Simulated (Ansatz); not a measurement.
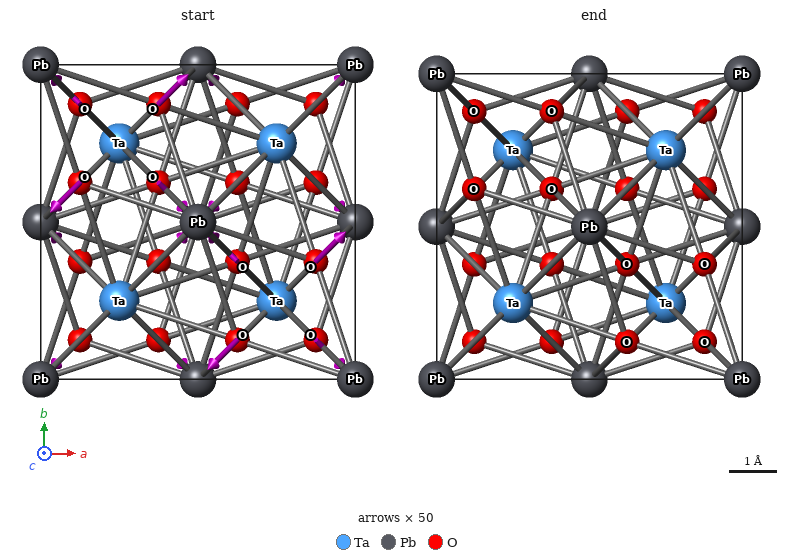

The structure of a crystal of TaPbO₄ (a generated structure, set up in F-43m) (coarse preliminary run) before (left) and after (right) a relaxation, at one scale. The purple arrows give the displacements (the part carried along by the change of the cell is left out), magnified 50 times.

The picture is a ball-and-stick view of the conventional cell (4 times the calculation's cell), seen along the c axis. Lengths and directions refer to the drawn axes.

The calculation used DFT PBE, scalar-relativistic, plane waves, PAW in Ansatz. Set-up: plane-wave cutoff 420 eV; k-point mesh 4 × 4 × 4; occupations gaussian; smearing width 0.1 eV; collinear spin; cell and atoms relaxed; force threshold 0.04 eV/Å; at most 70 steps.

Describe what moved and what it gained.

Answer. The largest moves relative to the cell, 0.022 Å, are those of O atoms. Pb and Ta stay in place. Cell: a = b = c 6.768 → 6.572 Å (−2.9 %). Volume −8.4 %. Some distances before and after: O–Ta 2.806 → 2.721 Å, Pb–Ta 2.931 → 2.846 Å, O–Pb 2.805 → 2.728 Å. The space group stays F-43m (No. 216). Over 4 accepted moves (6 points after the start) the energy falls by 38.4 meV per atom. The largest force component goes from 0.18 to under 0.0001 eV/Å. The pressure goes from −9.17 to −0.03 GPa. At 2 points the geometry stayed and the basis and grid were re-selected for the new cell (energy shift of 2.9 meV per atom at most each time). The run may lie on a higher electronic state than the lowest, so the end point isn't shown to be the ground-state structure.
